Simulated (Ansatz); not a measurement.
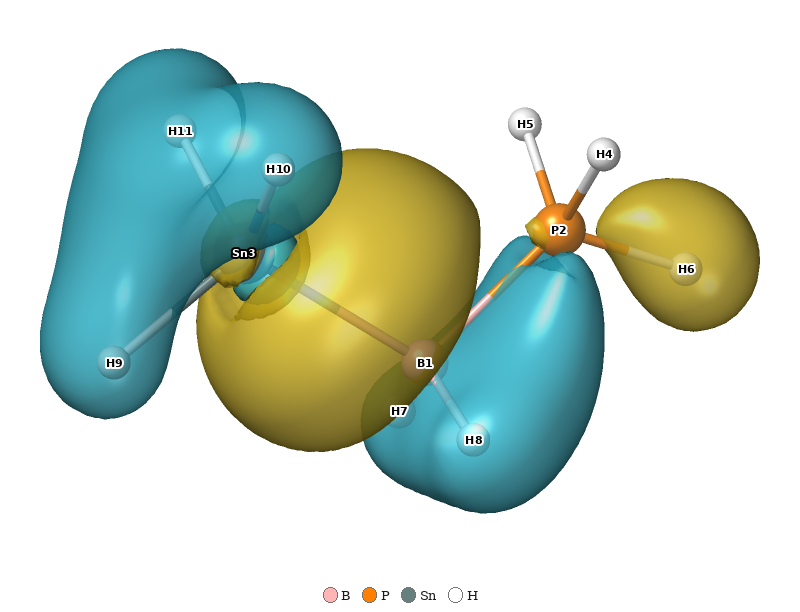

*BH8PSn. The HOMO at ±0.08 Å⁻³ᐟ² (yellow and cyan are the two phases), seen at a tilt.*

Geometry: PBE0-D3(BJ)/def2-SVP; core potentials replace the inner electrons of Sn.

All numbers below come from Ansatz 0.2.0, isolated molecule in a Gaussian basis; Kohn-Sham density functional theory, functional PBE0.

Input file:

```
crystal:
  periodic: [false, false, false]
  atoms:
    - {symbol: B, position_ang: [0.729558, -0.194515, 1.102260]}
    - {symbol: P, position_ang: [2.535375, 0.357862, 0.901107]}
    - {symbol: Sn, position_ang: [-0.115252, 0.959422, 2.852720]}
    - {symbol: H, position_ang: [3.393000, 0.150009, 2.008409]}
    - {symbol: H, position_ang: [2.758014, 1.734946, 0.658398]}
    - {symbol: H, position_ang: [3.331863, -0.204104, -0.133269]}
    - {symbol: H, position_ang: [0.173054, 0.110173, 0.063913]}
    - {symbol: H, position_ang: [0.773251, -1.387049, 1.340271]}
    - {symbol: H, position_ang: [-1.759689, 0.554841, 3.141993]}
    - {symbol: H, position_ang: [0.728634, 0.676359, 4.335169]}
    - {symbol: H, position_ang: [-0.061993, 2.674063, 2.635387]}
basis:
  gaussian:
    orbitals: def2-TZVPD
magnetization:
  spin_polarized: false
  initial_magnetization: 0
hamiltonian:
  xc: {name: PBE0}
output:
  forces: true
  orbitals: {seedname: orbitals}
```

Launched as:

```sh
ansatz run input.yaml --threads 2 --pin off --max-ram 4350MiB --events-out events.jsonl --progress --plain --runs-dir runs
```

Where does this orbital lie, and at what energy?

Answer. Its weight (Hirshfeld) is mainly on Sn3 (about 35 %), B1 (about 30 %) and P2 (about 10 %). Its energy is −7.12 eV.
